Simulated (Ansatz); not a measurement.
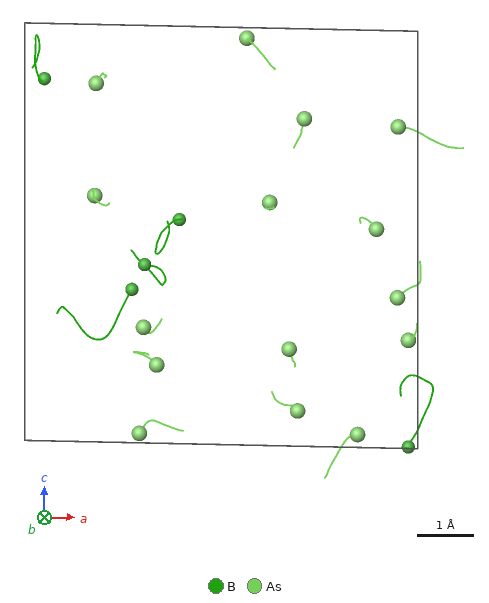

First-principles dynamics of an amorphous cell of composition BAs3 (20 atoms in the cell), 80 fs long. Lines trace each atom's path, in the colour of its element; spheres stand at the starting positions. Seen along the b axis in the simulation cell.

All numbers below come from Ansatz 0.2.0, DFT PBE, scalar-relativistic, plane waves, PAW. Run with plane-wave cutoff 420 eV; k-point mesh 1 × 1 × 1; Fermi-Dirac smearing 0.345 eV; set temperature 4000 K; time step 1.5 fs.

Input file:
```yaml
crystal:
  lattice:
    - [7.115002, 0.121684, -0.076226]
    - [0.121684, 7.457979, 0.065573]
    - [-0.076226, 0.065573, 7.560504]
  atoms:
    - { symbol: B, position: [0.0497891401, 0.5030330182, 0.8674880822] }
    - { symbol: B, position: [0.3048120941, 0.495074859, 0.4272211246] }
    - { symbol: B, position: [0.9764424535, 0.3323240671, 0.0038389554] }
    - { symbol: B, position: [0.3933212824, 0.3411829044, 0.5367580453] }
    - { symbol: B, position: [0.2726238101, 0.6874441682, 0.3672792272] }
    - { symbol: As, position: [0.6729108162, 0.4183090982, 0.2320541464] }
    - { symbol: As, position: [0.9488668749, 0.322039578, 0.3604248154] }
    - { symbol: As, position: [0.694466125, 0.9183432984, 0.0844761618] }
    - { symbol: As, position: [0.8471818628, 0.6179575847, 0.0309336093] }
    - { symbol: As, position: [0.9507385981, 0.2672662205, 0.7698502312] }
    - { symbol: As, position: [0.6234824331, 0.4134093352, 0.5823582427] }
    - { symbol: As, position: [0.1816354343, 0.991794533, 0.8588910345] }
    - { symbol: As, position: [0.2914613367, 0.7258208328, 0.0227295666] }
    - { symbol: As, position: [0.9766909652, 0.92093421, 0.2590823749] }
    - { symbol: As, position: [0.3357017787, 0.3233701576, 0.1875159142] }
    - { symbol: As, position: [0.1779081782, 0.8821486426, 0.5899796128] }
    - { symbol: As, position: [0.3020288358, 0.9708620217, 0.276958264] }
    - { symbol: As, position: [0.8953576543, 0.6838461626, 0.5236402413] }
    - { symbol: As, position: [0.7117039815, 0.8317121012, 0.784503906] }
    - { symbol: As, position: [0.5654054589, 0.2693005781, 0.9747039432] }
  symmetry: { detect: false }
basis:
  ecutwfc: 420
  xc_grid: 1
kpoints:
  mp_grid: { grid: [1, 1, 1], shift: [0.25, 0.25, 0.25] }
hamiltonian:
  xc: pbe
scf:
  occupations: { method: fermi_dirac, width: 0.3447 }
  lower_state_search: "off"
  convergence: { dr2_threshold: 1.0e-05 }
output:
  forces: true
  stress: true
md:
  timestep: 1.5
  n_steps: 53
  ensemble: nvt_langevin
  friction: 0.005
  temperature: 4000.0
  initial_velocities: maxwell_boltzmann
  seed: 88238
```

Launched with:
```bash
ansatz run input.yaml --threads 2 --pin off --max-ram 5120MiB --backend cpu --events-out ev --progress --plain --runs-dir out
```

Q: What do the traces tell about the motion?

A: Root-mean-square distances from the starting positions over the second half, with the common drift of all atoms taken out: B 1.07 Å, As 0.56 Å. That is already a fair part of the typical shortest distance between atoms in the first frame, about 2.2 Å and still growing, as in a liquid, though 80 fs is too short to measure diffusion. Bond changes: 3 As–B bonds break between 34 fs and 51 fs; 3 As–B bonds form between 40 fs and 60 fs; one B–B bond forms at about 48 fs; one As–As bond breaks at about 78 fs. Over the second half the temperature averages 3665 K (spread ±460 K). The potential energy is still drifting at the end, so the run hasn't reached equilibrium. The potential energy in the second half lies on average 101 meV per atom below the first frame. The mean pressure there is 8.7 GPa.

Limits of the set-up: the periodic images lie only 7.1 Å apart, so the values are limited by the cell's size.

Cost: 7.4 min on 2 threads of Intel(R) Xeon(R) Processor @ 2.50GHz (Skylake/Cascade Lake) (shared host), peak memory 0.68 GiB.
